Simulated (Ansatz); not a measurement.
# How the smearing shapes the phonons of Pd-Ti-Pd stack of (111) layers, part 2 of 2

Wanted: frequencies of Pd-Ti-Pd stack of (111) layers solved wavevector by wavevector at several smearings. The first relaxation steps of the session are not shown, so no cell shown is the starting entry, unless a step says so.

Ansatz 0.2.0; DFT PBEsol, scalar-relativistic, plane waves, PAW; PAW set soft_1.

So far. Step 5 (Phonons along a line: Fermi–Dirac smearing of 0.04 eV): Against step 3 (now smearing width 0.04 eV), the free energy moves by +9.0 meV an atom.

### Step 6. Phonons along a line: Methfessel–Paxton smearing of 0.2 eV

The smearing blurs the Fermi surface that screens the phonons; a Methfessel–Paxton width blurs it less than a thermal one.

input.yaml reads:

```yaml
crystal:
  lattice:
    - [2.7684702306, 2.7345e-06, 0.0]
    - [-1.3842374834, 2.3975641821, 0.0]
    - [0.0, 0.0, 33.3453454395]
  atoms:
    - { symbol: Pd, position: [0.0, 0.0, 0.1734444451] }
    - { symbol: Ti, position: [0.3333333333, 0.6666666667, 0.2365048224] }
    - { symbol: Pd, position: [0.6666666667, 0.3333333333, 0.2995651996] }
  periodic: [true, true, false]
kpoints:
  mp_grid: { grid: [18, 18, 1] }
hamiltonian:
  xc: pbesol
  pseudopotentials: { kind: paw, azcp: { folder: soft_1 }, xc_functional: pbe }
scf:
  occupations: { method: methfessel_paxton, width: 0.2 }
output:
  eigenvalues: true
phonons:
  method: dfpt
  qpoints:
    - [0, 0, 0]
    - [0.166666667, 0.0, 0.0]
    - [0.333333333, 0.0, 0.0]
    - [0.5, 0.0, 0.0]
```

The run is started by

```
> ansatz run input.yaml --threads 4 --pin off --max-ram 12288MiB --backend cpu --events-out ev --progress --plain --runs-dir out
```

Numbers of over 12 decimals in the logs are rounded to 6 here.

What it wrote:

```text
[...]
Crystal: 3 atoms, lattice volume = 221.333 Å³
Basis set: ecut = 420 eV, 4335 PW (Γ), exchange–correlation on 40×40×450 points (8 copies of the dense FFT grid, shifted against one another)
Bands: 29, of which v1, the nominal top of the filled ones, is band 24 counted from 1 (23 counted from 0)
Symmetry: 12 space group operations
k-points: 37 of 324 (irreducible under 6 space group operations, time reversal used)
[...]
SCF iter   1: F=—  HF=-16302.024300 eV  |F-HF|=—  |Δ(HF+E_count)|=         —  Δρ=2.04e-1  dr2=2.91e2  ethr=3.10e-3  ⟨swp⟩=16.1  Hψ=18795  notcnv=0  defer=2
[...]
SCF iter  14: F=-16287.653499 eV  HF=-16287.653499 eV  |F-HF|=2.91e-11  |Δ(HF+E_count)|=  8.77e-10  S|Δr|=    0.00e0  Δρ=1.82e-8  dr2=8.62e-13  ethr=1.00e-12  ⟨swp⟩=25.7  Hψ=11666  notcnv=0
SCF 1 converged in 14 iterations: F = -16287.653499 eV  dr2 = 8.62e-13
[...]
SCF converged after 14 iterations
Stability not checked: this state was not tested for a lower state beside it, because cold or Methfessel-Paxton smearing, or corrected tetrahedra, fill the levels in a way that the test cannot read (fill_not_monotonic; see scf.lower_state_search)
Free energy (F): -16287.653499 eV
[...]
Internal energy: -16287.657106 eV  (E = F + TS)
E sigma→0 (E₀):  -16287.654400 eV
Entropy (-TS):   0.003607 eV (1.202 meV/atom)
Fermi energy:    -4.459094 eV
[...]
--- Band table (eV; the first three rows and the last of 37) ---
  k-point 0: bands = [... 20 lower, -6.3864, -6.3864, -6.0615, -6.0615, -5.8424, -4.0564, -3.3877, -3.3877, ... 6 higher]
  k-point 1: bands = [... 20 lower, -6.4903, -6.3918, -6.2708, -6.0823, -5.7303, -3.8673, -3.5662, -3.3257, ... 6 higher]
  k-point 2: bands = [... 20 lower, -6.7610, -6.6477, -6.4098, -6.1394, -5.5270, -3.7785, -3.4703, -3.1866, ... 6 higher]
  k-point 36: bands = [... 20 lower, -7.4067, -7.4067, -3.8875, -3.8875, -3.5006, -3.5006, -1.9231, 2.0889, ... 6 higher]
  ° read free of the cell's end (the report's vacuum.weakly_bound_levels)
[...]
ASR residual: 3.717e-5 → 0.000e0 eV/Å²; symmetrization residual: 3.334e-5 eV/Å²
[...]
ASR residual per site (eV/Å²): 3.56e-5 2.53e-5 3.72e-5
  Γ frequencies (cm⁻¹): 0.00 0.00 0.00 52.18 52.18 114.75 114.75 138.58 322.42
[...]
--- Phonons (arbitrary-q DFPT): 4 explicit q-points ---
[...]
```

Run time: 10 min. Hardware: 4 threads of Intel Xeon 6975P-C (Granite Rapids), shared host; peak memory 4.4 GiB; 40 min of CPU time.

Each wavevector solved by linear response. Frequency against |q| along the line; 7 of 9 lines:

| \|q\| along the line (Å⁻¹) | mode 1 (cm⁻¹) | mode 2 (cm⁻¹) | mode 3 (cm⁻¹) | mode 4 (cm⁻¹) | mode 5 (cm⁻¹) | mode 6 (cm⁻¹) | mode 7 (cm⁻¹) |
| --- | --- | --- | --- | --- | --- | --- | --- |
| 0.000 | 0 | 0 | 0 | 52.2 | 52.2 | 115 | 115 |
| 0.437 | 42.6 | 58.1 | 74.9 | 95.2 | 108 | 123 | 135 |
| 0.874 | 95.9 | 97.9 | 105 | 126 | 165 | 167 | 173 |
| 1.310 | 98.7 | 113 | 117 | 150 | 180 | 191 | 198 |

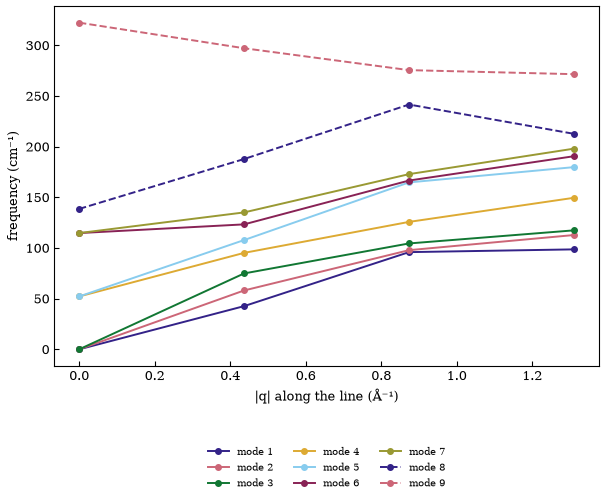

Frequency, plotted against |q| along the line.

Against step 3 (now occupations Methfessel-Paxton and smearing width 0.2 eV), the free energy moves by +10.9 meV an atom.

### Step 7. The lowest branch at each setting

The lowest frequency by |q| along the line:

| \|q\| along the line (Å⁻¹) | fermi dirac 0.1 eV, k 18x18x1 (cm⁻¹) | fermi dirac 0.25 eV, k 18x18x1 (cm⁻¹) | fermi dirac 0.04 eV, k 18x18x1 (cm⁻¹) | methfessel paxton 0.2 eV, k 18x18x1 (cm⁻¹) |
| --- | --- | --- | --- | --- |
| 0.000 | 0 | 0 | 0 | 0 |
| 0.437 | 41.9 | 39.5 | 42.5 | 42.6 |
| 0.874 | 94.3 | 90.8 | 96.0 | 95.9 |
| 1.310 | 107 | 111 | 94.8 | 98.7 |

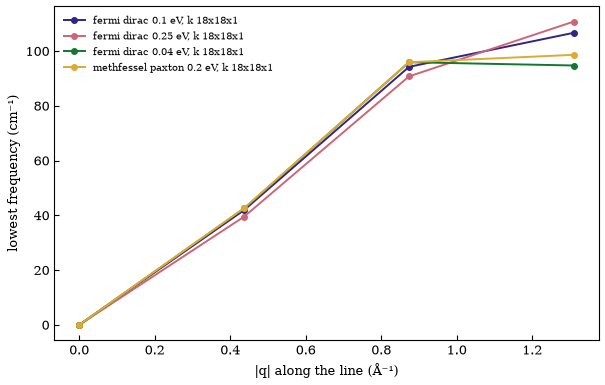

Lowest frequency against |q| along the line.

### Step 8. What came out

| Quantity | Value |
| --- | --- |
| phonon run of the rows without a label of their own | PBEsol, k 18×18×1 |
| lowest branch at the last solved point, Fermi–Dirac 0.1 eV | 107 cm⁻¹ at \|q\| = 1.31 Å⁻¹ |
| lowest branch at the last solved point, Fermi–Dirac 0.25 eV | 111 cm⁻¹ at \|q\| = 1.31 Å⁻¹ |
| lowest branch at the last solved point, Fermi–Dirac 0.04 eV | 94.8 cm⁻¹ at \|q\| = 1.31 Å⁻¹ |
| lowest branch at the last solved point, Methfessel–Paxton 0.2 eV | 98.7 cm⁻¹ at \|q\| = 1.31 Å⁻¹ |

**Reading.** A branch softens as the smearing narrows, the mark of a Kohn anomaly. The line holds 4 wavevectors, so a narrow dip between them would be missed. Between Fermi–Dirac 0.25 eV and Fermi–Dirac 0.04 eV the largest change, with modes counted by rank of frequency, is in mode 8 at |q| = 1.31 Å⁻¹, from 241 to 209 cm⁻¹, a softening that marks strong screening by the Fermi surface at that wavevector. Where branches cross, a count by rank can hide a softening. At the narrowest width the k mesh may not resolve the Fermi surface, so part of the change can be mesh noise. The PAW files were made for PBE; under other functionals the run regenerates their frozen core. The structure was built by hand as an ordered model, and its stability against other phases was not tested.

[Logs are printed without paths, hosts, clocks, repeated set-up lines and the standing remarks that a program may print on its own settings, such as how far it seeks lower states.]

[Hosts, paths, dates, database ids (printed as entryN), source tags and the programs' standing remarks are cut or masked in the printed files.]
